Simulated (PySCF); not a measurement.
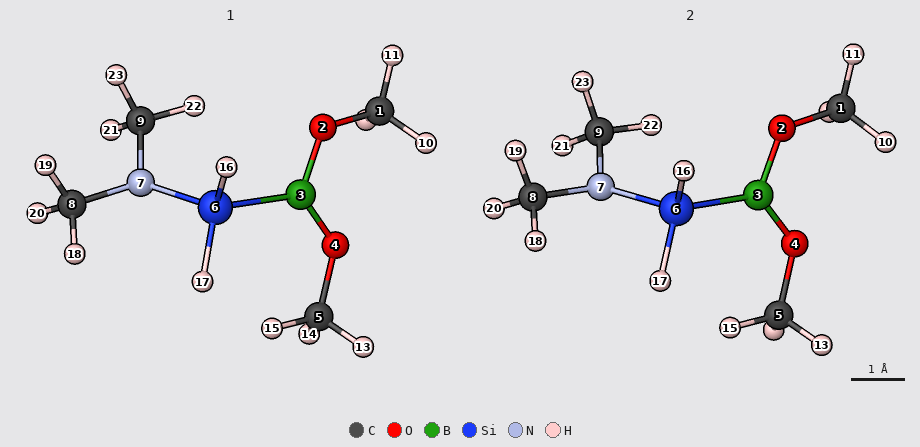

Two geometries of C₄H₁₄BNO₂Si, drawn at one scale. One is the start of a relaxation, the other its converged end. A ball-and-stick model, seen at a tilt.

Method: PBE0-D3(BJ)/def2-SVP geometry optimisation, gas phase in PySCF. 

Q: Which of the two is the end point?

A: Structure 1 is the relaxed one. The start comes from GFN2-xTB. The atom that moves furthest after the best rigid fit is an H atom (0.50 Å). Largest moves by element: H 0.50 Å, C 0.28 Å, N 0.08 Å, O 0.07 Å, Si 0.06 Å, B 0.05 Å. Near-neighbour distances that change, for instance: B–Si 1.972 → 2.043 Å, H–Si 1.486 → 1.510 Å, N–Si 1.730 → 1.747 Å, C–H 1.087 → 1.100 Å. Bond angles that change, for instance: N–Si–H 101.7° → 105.7°, B–Si–H 117.8° → 114.4°, B–Si–H 112.2° → 109.1°. After 8 geometry steps the energy has fallen by 13.6 kJ/mol. Largest force component: 1.2 eV/Å at the start, 0.014 eV/Å at the end. The run took about 5 core-minutes on a shared host.
